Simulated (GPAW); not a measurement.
Consider ZnFe3C (Pm-3m).

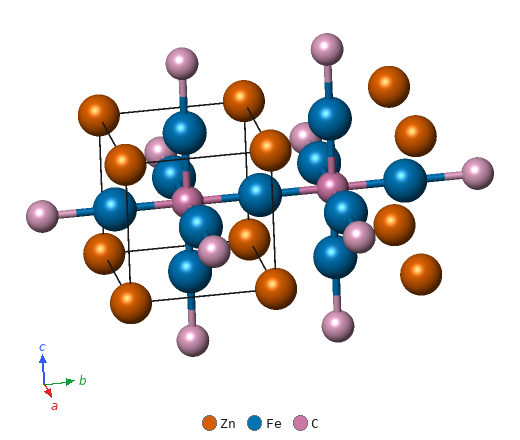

The structure (zinc orange, iron blue, carbon pink). 1×2×1 cells are drawn. Some periodic images of atoms are drawn too.

```
Zn Fe C
1.0
     3.77289    0.00000    0.00000
     0.00000    3.77289    0.00000
     0.00000    0.00000    3.77289
Zn Fe C
1 3 1
Cartesian
  0.0000 0.0000 0.0000
  1.8864 1.8864 0.0000
  0.0000 1.8864 1.8864
  1.8864 0.0000 1.8864
  1.8864 1.8864 1.8864
```

Absorber: atom 2, with 2 C at 1.89 Å (linear, site symmetry 4/mmm). Method: GPAW, LDA, excited-electron core hole (neutral cell), 10-atom cell with 5.3 Å between holes, 6×6×6 k points, dipole transitions, Gaussian full width 1.25 eV up to 4 eV, rising linearly to 3.5 eV at 25 eV.

Q: Predict the near-edge structure at the Fe K edge.

Main maxima up to 30 eV above the zero (height): 1.5 eV (0.39), 5.0 eV (0.67), 9.7 eV (1.68) and 21.7 eV (1.92). A K edge sees empty p states. The first eV above the zero hold little dipole weight, as the lowest empty bands are of d character; the main edge, of 4p character, rises through 0.6 near 8 eV above the zero. The total-energy difference is 7091.24 eV. The tabulated edge of the element is 7112 eV. The functional leaves an error in such absolute values: in the free atom LDA prices this hole 16.1 eV below PBE (computed apart), and PBE is itself good to a few eV.

The Fe K spectrum (energy from the lowest empty level; intensity scaled to a mean of 1 over the first 20 eV):

```csv
E (eV),intensity
-2.0,0.00
-0.5,0.05
1.0,0.37
2.5,0.30
4.0,0.40
5.5,0.60
7.0,0.34
8.5,1.02
10.0,1.63
11.5,1.09
13.0,1.17
14.5,1.30
16.0,1.41
17.5,1.61
19.0,1.76
20.5,1.84
22.0,1.91
23.5,1.69
25.0,1.49
26.5,1.40
28.0,1.38
29.5,1.43
31.0,1.42
```

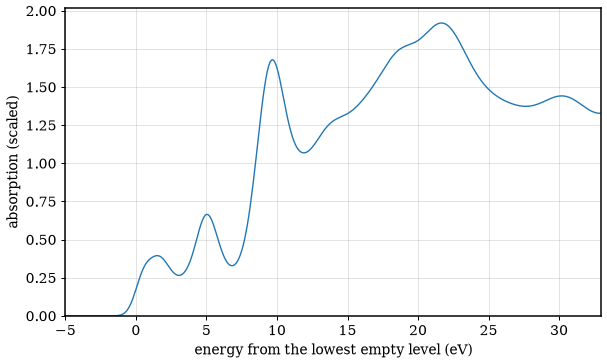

The Fe K edge.

The hole lies in one spin channel, while the script sums the empty states of both and takes the lower zero; where the two channels are split, this blurs and shifts the curve. Quadrupole 1s→3d transitions, which feed the pre-edge, are not in the dipole spectrum. The spins start ferromagnetically in a simple order, which needn't be the measured one; gap and edge can depend on it. The holes are only 5.3 Å apart, so the shape is probably not converged with cell size; no larger cell was run here. The mesh is coarse (0.28 Å⁻¹ between points), so small maxima may be mesh ripples. Lifetime broadening is put in by hand, and intensities beyond about 20 eV depend on it and on the partial waves. The structure is a computed Materials Project entry and may be a hypothetical form.

[Banner, clock and machine lines of the logs are left out without a mark of their own.]

[Logs are printed without paths, hosts, clocks, repeated set-up lines and the standing remarks that a program may print on its own settings, such as how far it seeks lower states.]

[Hosts, paths, dates, database ids (printed as entryN), source tags and the programs' standing remarks are cut or masked in the printed files.]

[Lists of maxima count a maximum above −3 eV only where it reaches 4 % of the highest in the window and stands out from its surroundings by 2 % of it (1.5 % where it reaches 55 %); shoulders and weaker maxima are passed over, and of the rest the first, up to two pre-edge ones and the few strongest are named.]
